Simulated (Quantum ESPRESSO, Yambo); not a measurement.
# BAs (F-43m): G0W0 with Yambo, start to end, part 3 of 3

How does a plane-wave GW calculation on BAs (F-43m) run from the first input to the gap?

Quantum ESPRESSO 7.5 and Yambo 5.3.0; PBE and many-body steps on it, plane waves. Known limits of the many-body steps: not at the basis limit; no spin-orbit coupling.

So far. Step 3 (Bands along the symmetry lines): The gap is 1.207 eV, as in the run before at this level. Step 4 (Empty states on the mesh, 6×6×6 mesh, 126 bands): On this mesh the gap is 1.292 eV. The earlier step found 1.207 eV, so this mesh misses an edge.

**6. Screening and self-energy, 6×6×6 mesh, 126 bands, screening to 210.9 eV**

Now the one-shot GW correction: screening in the RPA, then the self-energy of the levels asked for.

This step: G0W0 on PBE, plane waves, norm-conserving pseudopotentials.

gw1.in

```
HF_and_locXC
gw0
dyson
ppa
em1d
rim_cut
RandQpts= 1000000
RandGvec= 1 RL
EXXRLvcs= 100 Ry
VXCRLvcs= 400 Ry
Chimod= "HARTREE"
% BndsRnXp
 1 | 126 |
%
NGsBlkXp= 15.5 Ry
% LongDrXp
 1 | 1 | 1 |
%
% GbndRnge
 1 | 126 |
%
DysSolver= "n"
ExtendOut
PPAPntXp= 27.21138 eV
% QPkrange
 1 | 16 | 11 | 17 |
%
```

On the command line:

```console
> OMP_NUM_THREADS=1 mpirun -n 4 yambo -F gw1.in -J gw1 -C gw1 > gw1.log
```

The log of the run:

```text
 Yambo, version 5.3.0

 [02] CORE Variables Setup
 =========================

  [... cell, symmetries and grids as in the set-up ...]

  [02.05] Energies & Occupations
  ==============================

  [X] === General ===
  [X] Electronic Temperature                        :  0.000000  0.000000 [eV K]
  [X] Bosonic    Temperature                        :  0.000000  0.000000 [eV K]
  [X] Finite Temperature mode                       : no
  [X] El. density                                   :  0.95404E+24 [cm-3]
  [X] Fermi Level                                   :  12.16515 [eV]

  [X] === Gaps and Widths ===
  [X] Conduction Band Min                           :  1.291868 [eV]
  [X] Valence Band Max                              :  0.000000 [eV]
  [X] Filled Bands                                  :  13
  [X] Empty Bands                                   :   14  126
  [X] Direct Gap                                    :  3.288876 [eV]
  [X] Direct Gap localized at k                     :  1
  [X] Indirect Gap                                  :  1.291868 [eV]
  [X] Indirect Gap between kpts                     :   1  10
  [X] Last valence band width                       :  4.948297 [eV]
  [X] 1st conduction band width                     :  3.059858 [eV]

 [03] Transferred momenta grid and indexing
 ==========================================

 IBZ Q-points                                      :  16
 BZ  Q-points                                      :  216

 K/Q-points units:
 rlu = crystal or reduced units; cc = cartesian coordinates; iku = interal k-units

 Q [ 1]         [rlu]:  0.000000  0.000000  0.000000
 Q [ 2]         [rlu]: -0.44040E-17 -0.44040E-17  0.16667
 Q [ 3]         [rlu]: -0.88081E-17 -0.88081E-17  0.33333
 Q [ 4]         [rlu]: -0.63303E-17 -0.63303E-17 -0.50000
 Q [ 5]         [rlu]: -0.90023E-17  0.16667      0.16667
 Q [ 6]         [rlu]: -0.14373E-16  0.16667      0.33333
 Q [ 7]         [rlu]:  0.33135E-17  0.16667      0.50000
 Q [ 8]         [rlu]: -0.63303E-17  0.16667     -0.33333
 Q [ 9]         [rlu]:  0.28747E-16  0.16667     -0.16667
 Q [10]         [rlu]: -0.18005E-16  0.33333      0.33333
     [... 4 further rows ...]
 Q [15]         [rlu]:  0.166667  0.333333 -0.333333
 Q [16]         [rlu]:  0.166667 -0.500000 -0.333333

 [04] Coloumb potential Random Integration (RIM)
 ===============================================

  [04.01] RIM initialization
  ==========================

  * Diagonal components only detected *

  8 x (sBL volume)        :  0.049954 [a.u.]
  sBZ random points       :  1000000
  Points outside the sBZ  :   7968281
  RL volume               :  1.348768 [a.u.]
  Integrated volume       :  1.354137 [a.u.]

  [04.02] RIM integrals
  =====================

  Gamma point sphere radius             :  0.066805 [a.u.]
  Points outside the sphere             :   800476
  [Int_sBZ(q=0) 1/q^2]*(Vol_sBZ)^(-1/3) =:  7.776341
                                 should be <:  7.795600

  Summary of Coulomb integrals for non-metallic bands |Q|[au] RIM/Bare

  Q [1] 0.100000E-4 0.997530 * Q [2] 0.200926 1.068930
  Q [5] 0.232009 1.068679 * Q [9] 0.328110 1.029814
  Q [6] 0.384743 1.023420 * Q [3] 0.401851 1.020719
  Q [10] 0.464018 1.017590 * Q [8] 0.505652 1.014476
  Q [14] 0.518788 1.014367 * Q [7] 0.568303 1.012582
  Q [11] 0.602777 1.011829 * Q [4] 0.602777 1.011206
  Q [12] 0.656220 1.010226 * Q [15] 0.686291 1.009617
  Q [13] 0.696026 1.009452 * Q [16] 0.733676 1.008801

 [05] Dipoles
 ============

  [05.01] Setup: observables and procedures
  =========================================

 [06] Dynamic Dielectric Matrix (PPA)
 ====================================

 [WR./gw1//ndb.pp]---------------------------------------------------------------
  Brillouin Zone Q/K grids (IBZ/BZ)                :   16  216   16  216
  RL vectors                                       :   3943 [WF]
  Coulomb cutoff potential                         : none
  Electronic Temperature                           :  0.000000 [K]
  Bosonic    Temperature                           :  0.000000 [K]
  PPA    diel. fun.  energies                      : Perdew, Burke & Ernzerhof(X)+Perdew, Burke & Ernzerhof(C)
  wavefunctions                                    : Perdew, Burke & Ernzerhof(X)+Perdew, Burke & Ernzerhof(C)
  Global Gauge                                     : length
  X matrix size                                    :  229
  X band range                                     :    1  126
  X e/h energy range                               : -1.000000 -1.000000 [eV]
  X Time ordering                                  : R
  X Hxc Kernel                                     : HARTREE
  X Drude frequency                                :  0.000000  0.000000
  X poles                                          :  100.0000 [o/o]
  RL vectors in the sum                            :   3943
  [r,Vnl] included                                 : yes
  Field direction                                  :  0.577350E-5  0.577350E-5  0.577350E-5
  BZ energy Double Grid                            : no
  BZ energy DbGd points                            : 0
  BZ Q point size factor                           : -1.000000
  X Optical Averaged directions                    : none

 [07] Local Exchange-Correlation + Non-Local Fock
 ================================================

 [VXC] Plane waves :  24933
 [EXS] Plane waves :  3143

 QP @ state[ 1 ] K range:   1  16
 QP @ state[ 1 ] b range:  11  17

 [xc] Functional : Perdew, Burke & Ernzerhof(X)+Perdew, Burke & Ernzerhof(C)
 [xc] LIBXC used to calculate xc functional
  PP Number of Atomic Species                      :  2
  NLCC RL compoments                               :  24933
  PP Number of Atomic Species                      :  2
  NLCC RL compoments                               :  24933

 [xc] E_xc :  -25.05613 [Ha]
      E_xc :  -50.11226 [Ry]

  Local XC kind (lXC) : Perdew, Burke & Ernzerhof(X)+Perdew, Burke & Ernzerhof(C)
  Non-Local XC kind (nlXC) : Hartree-Fock

  Corrections @ K [1] :  [eV]
 <11|nlXC|11> = -15.46589  0.25059E-17 <11|lXC|11> = -14.18945 -0.18882E-15
 <12|nlXC|12> = -15.46590 -0.79870E-17 <12|lXC|12> = -14.18945 -0.18882E-15
 <13|nlXC|13> = -15.46590  0.22118E-17 <13|lXC|13> = -14.18945  0.23602E-15
 <14|nlXC|14> = -8.450894  0.23082E-17 <14|lXC|14> = -13.05539 -0.94405E-16
 <15|nlXC|15> = -8.450926 -0.64605E-19 <15|lXC|15> = -13.05539 -0.18882E-15
 <16|nlXC|16> = -8.450818  0.26399E-17 <16|lXC|16> = -13.05539 -0.34276E-20
 <17|nlXC|17> = -9.057390  0.24911E-17 <17|lXC|17> = -14.70430  0.37763E-15

  Corrections @ K [2] :  [eV]
 <11|nlXC|11> = -16.11442 -0.85331E-17 <11|lXC|11> = -13.62316  0.15349E-20
 <12|nlXC|12> = -15.45841  0.93628E-17 <12|lXC|12> = -13.95489  0.18882E-15
 <13|nlXC|13> = -15.45859 -0.20374E-17 <13|lXC|13> = -13.95489  0.13572E-15
[...]
Corrections @ K [3] :  [eV]
[...]
Corrections @ K [4] :  [eV]
[...]
Corrections @ K [5] :  [eV]
[...]
[... 10 further k-points ...]
  Corrections @ K [16] :  [eV]
[...]
<13|nlXC|13> = -15.77046 -0.68706E-17 <13|lXC|13> = -12.44017  0.66409E-17
 <14|nlXC|14> = -6.817689  0.12867E-17 <14|lXC|14> = -11.66929 -0.23602E-16
 <15|nlXC|15> = -7.203077  0.26034E-17 <15|lXC|15> = -12.22128  0.35400E-16
 <16|nlXC|16> = -6.507693  0.70109E-19 <16|lXC|16> = -13.15926 -0.17686E-16
 <17|nlXC|17> = -6.423948  0.35454E-18 <17|lXC|17> = -12.96512 -0.11802E-16

  [07.01] Hartree-Fock occupations report
  =======================================

  [Hartree-Fock] === General ===
  [Hartree-Fock] Electronic Temperature             :  0.000000  0.000000 [eV K]
  [Hartree-Fock] Bosonic    Temperature             :  0.000000  0.000000 [eV K]
  [Hartree-Fock] Finite Temperature mode            : no
  [Hartree-Fock] El. density                        :  0.95404E+24 [cm-3]
  [Hartree-Fock] Fermi Level                        :  12.16515 [eV]

  [Hartree-Fock] === Gaps and Widths ===
  [Hartree-Fock] Conduction Band Min                :  5.316854 [eV]
  [Hartree-Fock] Valence Band Max                   : -1.276448 [eV]
  [Hartree-Fock] Filled Bands                       :  13
  [Hartree-Fock] Empty Bands                        :   14  126
  [Hartree-Fock] Direct Gap                         :  9.169821 [eV]
  [Hartree-Fock] Direct Gap localized at k          :  1
  [Hartree-Fock] Indirect Gap                       :  6.593301 [eV]
  [Hartree-Fock] Indirect Gap between kpts          :   1  10
  [Hartree-Fock] Last valence band width            :  7.002141 [eV]
  [Hartree-Fock] 1st conduction band width          :  4.160535 [eV]

 [08] Dyson equation: Newton solver
 ==================================

  [08.01] G0W0 (W PPA)
  ====================

  [  GW  ] Bands range     :    1  126
  [GW/PPA] G damping       :  0.100000 [eV]

  QP @ state[ 1 ] K range:   1  16
  QP @ state[ 1 ] b range:  11  17

   Sc/G bands                                       :    1  126
   Sc/G damping                                     :  0.100000 ev
   Sc bands terminator                              : no
   Sx RL components                                 :  3143

   QP @ state[ 1 ] K range                          :   1  16
   QP @ state[ 1 ] b range                          :  11  17
   GF energies kind                                 : Perdew, Burke & Ernzerhof(X)+Perdew, Burke & Ernzerhof(C)
   GF WF`s kind                                     : Perdew, Burke & Ernzerhof(X)+Perdew, Burke & Ernzerhof(C)
   Xs energies kind                                 : Perdew, Burke & Ernzerhof(X)+Perdew, Burke & Ernzerhof(C)
   Xs WF`s kind                                     : Perdew, Burke & Ernzerhof(X)+Perdew, Burke & Ernzerhof(C)

 [11] Game Over & Game summary
```

Wall time 34 min (4 MPI ranks of Arm Neoverse V1, shared host); peak memory 2 GiB.

Numbers from this step:

- G0W0 gap on the mesh: 1.902 eV
- starting gap on the mesh: 1.292 eV
- k of the valence top: 0, 0, 0
- k of the conduction bottom: 0, 0.3333, 0.3333
- least direct G0W0 gap on the computed points: 4.137 eV
- Z at the valence top: 0.8043
- Z at the conduction bottom: 0.8133

The gap on the mesh goes from 1.29 eV to 1.90 eV, a correction of +0.61 eV. The start differs from the 1.21 eV found before because the two sample other k points.

Limits: finite bands, cutoff and mesh; no spin-orbit coupling. v1 is the top filled band, c1 the lowest empty one. Levels before and after the correction, in eV, zero at the valence-band top of each column:

```csv
,conduction bottom,valence top
Kohn-Sham,1.29,0.00
G0W0,1.90,0.00
```

```csv
,level,energy (eV)
Kohn-Sham,Γ v3-v1,0.000
Kohn-Sham,Γ c1-c3,3.289
Kohn-Sham,Γ c4,4.686
Kohn-Sham,(0 0.333 0.333) v3,-5.938
Kohn-Sham,(0 0.333 0.333) v2-v1,-3.452
Kohn-Sham,(0 0.333 0.333) c1,1.292
Kohn-Sham,(0 0.333 0.333) c2,3.154
Kohn-Sham,(0 0.333 0.333) c3-c4,9.167
G0W0,Γ v3-v1,0.000
G0W0,Γ c1-c3,4.137
G0W0,Γ c4,5.433
G0W0,(0 0.333 0.333) v3,-6.304
G0W0,(0 0.333 0.333) v2-v1,-3.649
G0W0,(0 0.333 0.333) c1,1.902
G0W0,(0 0.333 0.333) c2,3.791
G0W0,(0 0.333 0.333) c3-c4,10.168
```

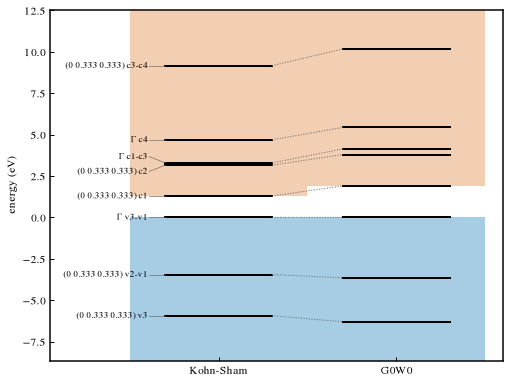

Levels before and after the correction. Shaded: valence and conduction bands.

**7. Where the time went**

Times are wall times on the hardware named with each run, good to a factor of about two.

```csv
step,time,share,memory (GiB)
ground state,11 s,1 %,0.25
bands along the symmetry lines,4.2 s,0 %,0.22
empty states on the mesh,14 s,1 %,0.33
conversion and set-up,2.7 s,0 %,0.24
screening and self-energy,34 min,98 %,2.0
```

**8. Results**

| Property | Result |
| --- | --- |
| PBE gap | 1.21 eV, indirect |
| G0W0 gap on the mesh | 1.90 eV |
| G0W0 gap over the zone (rigid shift) | 1.82 eV |
| GW settings | 6×6×6 mesh, 126 bands, screening to 210.9 eV, Godby-Needs plasmon pole |
| known limits | not at the basis limit; no spin-orbit coupling |

In words: G0W0 moves the gap on the mesh from 1.29 eV to 1.90 eV (+0.61 eV), with Z of 0.80 and 0.81 at the edges. The mesh misses the band edges by 0.08 eV in all; a rigid shift gives 1.82 eV for the zone. The dearest step here is «screening and self-energy». Against experiment, by G0W0@PBE: the gap of 1.82 eV lies −0.20 eV from the measured 2.02 eV (indirect, 300 K, 2019); the direct gap of 4.14 eV lies +0.02 eV from the measured 4.12 eV (direct, 300 K, 2019); the gap of 1.82 eV lies −0.003 eV from the measured 1.82 eV (indirect, 300 K, 2019). An exciton line or allowed optical edge lies below the quasiparticle gap by the binding energy; a forbidden edge can push the onset above it. The calculation has static nuclei and no excitons; a measured gap holds zero-point and thermal motion, which mostly lowers it. Bands and cutoff are finite, so the gap is not at the basis limit. The miss can reach some tenths of an eV and take either sign; the mesh is an error of its own. A denser mesh or path gives a starting gap of 1.21 eV: the GW mesh misses a band edge, so its gaps are not the fundamental one. The many-body steps are scalar-relativistic: spin-orbit coupling is not in them.

[Paths, hosts, dates, memory and timing lines, banners, echoed tables and standing remarks are left out of the program output.]

[Logs are printed without paths, hosts, clocks, repeated set-up lines and the standing remarks that a program may print on its own settings, such as how far it seeks lower states.]

[Runs of the session that timed out or met a known fault of the program may be left out.]

[Hosts, paths, dates, database ids (printed as entryN), source tags and the programs' standing remarks are cut or masked in the printed files.]
